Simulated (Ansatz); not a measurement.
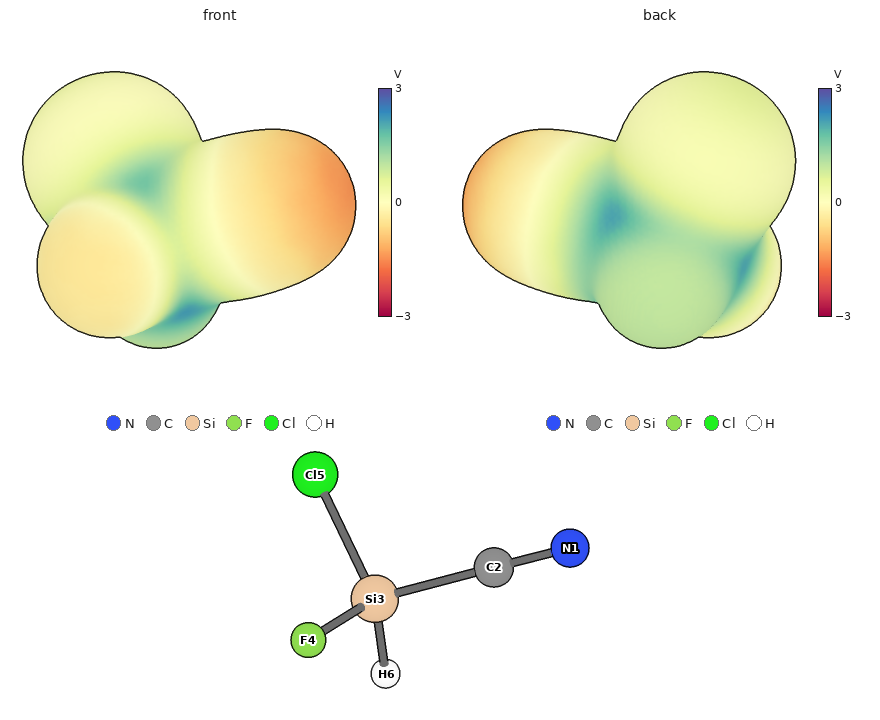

*CHClFNSi. The electrostatic potential painted on the density surface at 0.002 e/bohr³, seen from the front and from behind; red is negative and blue positive. The bare structure is drawn below in the same view.*

Level of theory: Ansatz, UKS PBE/def2-SVP.

```xyz
6

N    -1.9994    0.3051    1.4269
C    -1.0567    0.1907    0.7379
Si    0.4090   -0.0014   -0.3806
F     1.5233    1.0769    0.1022
Cl    1.1351   -1.9024   -0.1407
H     0.0308    0.2670   -1.7918
```

### Describe the electrostatic potential map.

The most negative region (about −1.4 V, or −32 kcal/mol for a unit charge) lies over N1, the most positive (about +2.0 V, or +46 kcal/mol for a unit charge) over Si3. N1 is the likeliest acceptor of a hydrogen bond.
